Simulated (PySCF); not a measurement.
# C4H7NOSi: what the fields show

Input file:

```
{"job": {"kind": "nmr", "xc": "PBE0", "basis": "pcSseg-1"}, "charge": 0, "multiplicity": 1}
C     -0.099263    -0.514558    -2.886881
C     -0.007230    -0.260230    -1.715469
Si     0.111528     0.139750     0.094424
C      0.010600    -1.433677     1.150976
N      1.603557     0.944441     0.381443
C     -1.436322     1.248106     0.426218
O     -1.363228     2.385974     0.821260
H     -0.175736    -0.738910    -3.912332
H      0.880685    -2.058750     0.978865
H     -0.034579    -1.208523     2.212803
H     -0.868929    -2.018076     0.899555
H      1.726527     1.888525     0.052183
H      2.093972     0.808489     1.249930
H     -2.442259     0.816964     0.224860
```

Launched as:

```sh
OMP_NUM_THREADS=1 python probes_run.py task.json out
```

Geometry: GFN2-xTB.

Level of theory: PySCF 2.14.0, PBE0/pcSseg-1, SCF density, gas phase, non-relativistic.

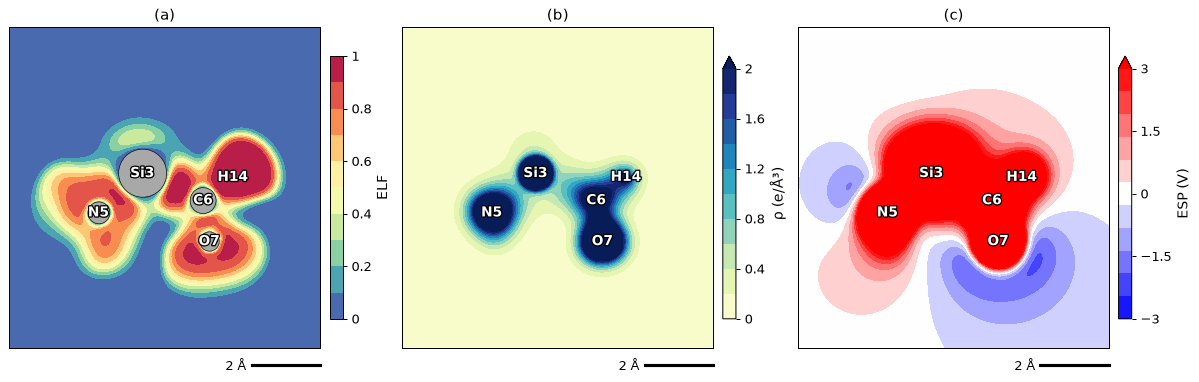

Figure 1. (a) electron localisation function; (b) total electron density; (c) molecular electrostatic potential on the plane of atoms N5, Si3 and C6. Grey discs cover the atomic cores in the ELF map.

Interpret the plot.

The section cuts through Si, N, C, O and H sites. C–O (1.21 Å): ρ at the midpoint is about 3.3 e/Å³; the ELF peaks at about 0.85 between the atoms; a short, multiple covalent bond. Si–N (1.72 Å): ρ at the midpoint is about 1.1 e/Å³; the ELF peaks at about 0.90 between the atoms: a shared but strongly polarised pair. The ELF also peaks beside O7 and N5, away from the bonds: lone-pair regions. Outside the dense part of the molecule the potential is most negative (−2.0 V) near O7.

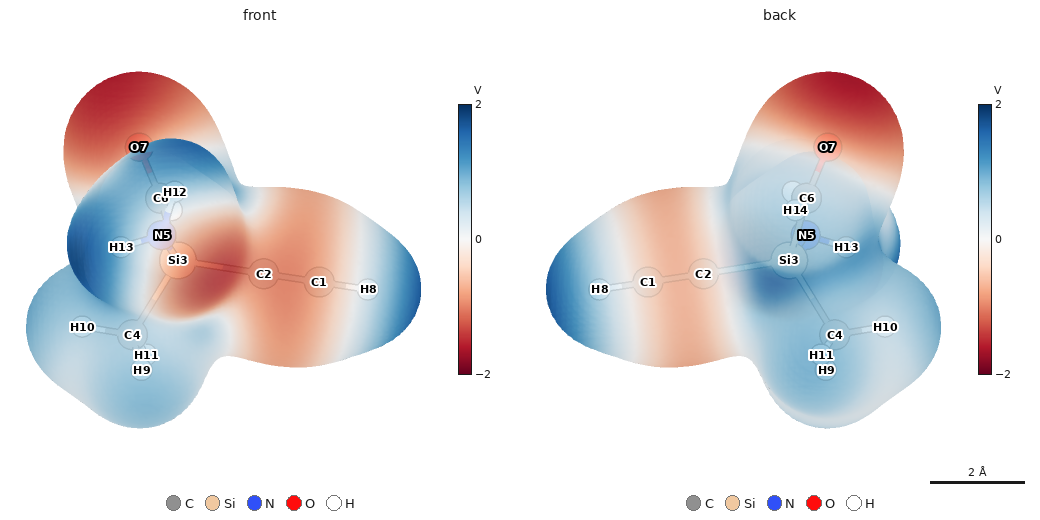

Figure 2. The molecular electrostatic potential painted on the density surface at 0.002 e/bohr³, seen from the front and from behind; red is negative and blue positive.

Which sites attract a positive test charge, and which a negative one?

A positive charge is drawn to the negative regions and a negative charge to the positive ones. The most negative region (about −1.6 V) lies over O7, the most positive (about +1.7 V) over H13. O7 is the likeliest acceptor of a hydrogen bond.
